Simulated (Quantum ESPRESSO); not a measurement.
# Voltage at the next charge: Ti2NF2 MXene, 1 layer against an electrode

Method. Quantum ESPRESSO 7.5, LDA, GBRV ultrasoft; ESM with bc3, a metal electrode 6.87 Å above the top atoms; cell area 8.102 Å²; ions fixed. V is the potential energy of an electron at the electrode over the slab's Fermi level, divided by e, so that it equals the work function at zero charge; positive charge removes electrons.

```tsv
charge (e a cell)	V (V)
0	4.875
0.0119	6.672
0.0238	8.470
```

To predict: What is V at a charge of 0.0477 e, and what capacitance do the rows imply?

By hand: The last two rows give dV/dq = (8.470 − 6.672)/(0.0238 − 0.0119) = 151.1 V/e, so C = 1602/(8.102 × 151.1) = 1.31 µF/cm², an effective gap of 8.854/1.31 = 6.77 Å. At constant C, V = 8.470 + 151.1 × 0.0239 = 12.08 V.

**Check.** V = 12.092 V; the estimate misses by −0.01 V, 0.3 % of the step. Over the three intervals C goes 1.31, 1.31 and 1.30 µF/cm².

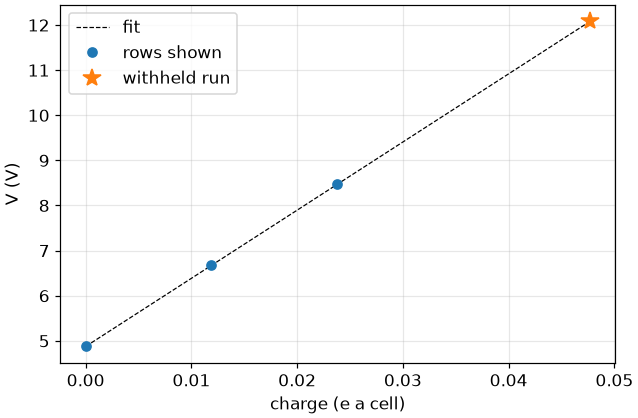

The rows shown, the fit and the withheld run.

Caveats: Vacuum fills the gap; a dielectric or electrolyte would change C. The slab is thin.

[Logs are printed without paths, hosts, clocks, repeated set-up lines and the standing remarks that a program may print on its own settings, such as how far it seeks lower states.]
